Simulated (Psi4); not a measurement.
# BGeH4 (SMILES [BH2][GeH2]): an attempt with Psi4

Wanted: the charge distribution of BGeH4.

The calculation is run with Psi4 1.11.

6 further runs of the same task are left out: 1 for a known fault of the program, 1 that didn't finish, 4 set aside as unsound or not needed.

### Step 1. The structure to begin with

BGeH4 has 6 atoms, charge 0, and is taken as a doublet. SMILES: `[BH2][GeH2]`. The shape comes from GFN2-xTB, which is rough for such elements, and wasn't checked as a minimum.

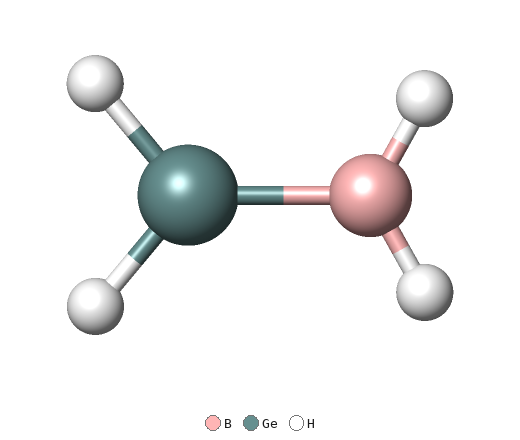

The structure, seen from a chosen angle (boron pink, germanium teal, hydrogen white).

### Step 2. The run

The input, run.py:

```python
import psi4

psi4.set_memory(1600000000)
psi4.set_num_threads(1)
psi4.set_output_file('output.dat', False)

mol = psi4.geometry("""
0 2
B     -0.012800    -1.089570     0.124830
Ge     0.012730     0.820130    -0.090400
H     -0.774610    -1.570630     0.870550
H      0.740510    -1.741390    -0.487720
H      0.891660     1.692480    -0.985930
H     -0.857490     1.888970     0.568670
symmetry c1
""")

options = {'basis': 'def2-TZVPD', 'reference': 'uks', 'puream': True, 'scf_type': 'cd', 'dft_radial_points': 99, 'dft_spherical_points': 590, 'cholesky_tolerance': 1e-05, 'maxiter': 150}
psi4.set_options(options)

e, wfn = psi4.energy("scan", return_wfn=True)
psi4.oeprop(wfn, "DIPOLE", "QUADRUPOLE", "MULLIKEN_CHARGES", "LOWDIN_CHARGES", title="SCAN")
print('E =', round(e, 9))
```

Launch:

```console
$ python run.py
```

output.dat:

```text
Psi4 1.11 release

   => Loading Basis Set <=

    Name: DEF2-TZVPD
    Role: ORBITAL
    Keyword: BASIS

         ---------------------------------------------------------
                                   SCF
                              UKS Reference
                        1 Threads,   1525 MiB Core
         ---------------------------------------------------------

  ==> Geometry <==

    Molecular point group: c1
    Full point group: C1

    Geometry (in Angstrom), charge = 0, multiplicity = 2:

       Center              X                  Y                   Z               Mass
    ------------   -----------------  -----------------  -----------------  -----------------
         B           -0.021794514305    -1.639256654067     0.184888174445    11.009305360000
         GE           0.003735485695     0.270443345933    -0.030341825555    73.921177761000
         H           -0.783604514305    -2.120316654067     0.930608174445     1.007825032230
         H            0.731515485695    -2.291076654067    -0.427661825555     1.007825032230
         H            0.882665485695     1.142793345933    -0.925871825555     1.007825032230
         H           -0.866484514305     1.339283345933     0.628728174445     1.007825032230

  Running in c1 symmetry.

  Rotational constants: A =      3.45411  B =      0.34740  C =      0.31566 [cm^-1]
  Rotational constants: A = 103551.63639  B =  10414.75609  C =   9463.11876 [MHz]
  Nuclear repulsion =   86.055500737404273

  Charge       = 0
  Multiplicity = 2
  Electrons    = 41
  Nalpha       = 21
  Nbeta        = 20

  ==> Algorithm <==

  SCF Algorithm Type is CD.
  DIIS enabled.
  MOM disabled.
  Fractional occupation disabled.
  Guess Type is SAD.
  Energy threshold   = 1.00e-06
  Density threshold  = 1.00e-06
  Integral threshold = 1.00e-12

  ==> Primary Basis <==

  Basis Set: DEF2-TZVPD
    Blend: DEF2-TZVPD
    Number of shells: 51
    Number of basis functions: 127
    Number of Cartesian functions: 141
    Spherical Harmonics?: true
    Max angular momentum: 3

  ==> DFT Potential <==

   => LibXC <=

    Version 7.1.2

   => Composite Functional: SCAN <=

    Deriv               =              1
    GGA                 =           TRUE
    Meta                =           TRUE

    Exchange Hybrid     =          FALSE
    MP2 Hybrid          =          FALSE

   => Exchange Functionals <=

    1.0000   XC_MGGA_X_SCAN

   => Correlation Functionals <=

    1.0000   XC_MGGA_C_SCAN

   => LibXC Density Thresholds  <==

    XC_MGGA_C_SCAN:  1.00E-15
    XC_MGGA_X_SCAN:  1.00E-15

   => Molecular Quadrature <=

    Radial Scheme          =       TREUTLER
    Pruning Scheme         =           NONE
    Nuclear Scheme         =       TREUTLER

    Blocking Scheme        =         OCTREE
    BS radius alpha        =              1
    Pruning alpha          =              1
    Radial Points          =             99
    Spherical Points       =            590
    Total Points           =         337489
    Total Blocks           =           2462
    Max Points             =            256
    Max Functions          =            126
    Weights Tolerance      =       1.00E-15

  ==> Integral Setup <==
```

Standard output:

```text
Traceback (most recent call last):
  File "run.py", line 21, in <module>
    e, wfn = psi4.energy("scan", return_wfn=True)
RuntimeError:
Fatal Error: Disk algorithm for CD JK not implemented.
```

It took 0.82 s on 1 thread of AMD EPYC 9R45 (Zen 5), shared host; peak memory 0.21 GiB.

### Step 3. Diagnosis

The program refused the input.

The telling line is `Fatal Error: Disk algorithm for CD JK not implemented.`. To mend it: integral approximation def2-universal-jfit in place of cd 1e-5. As typed, the program can't run this.
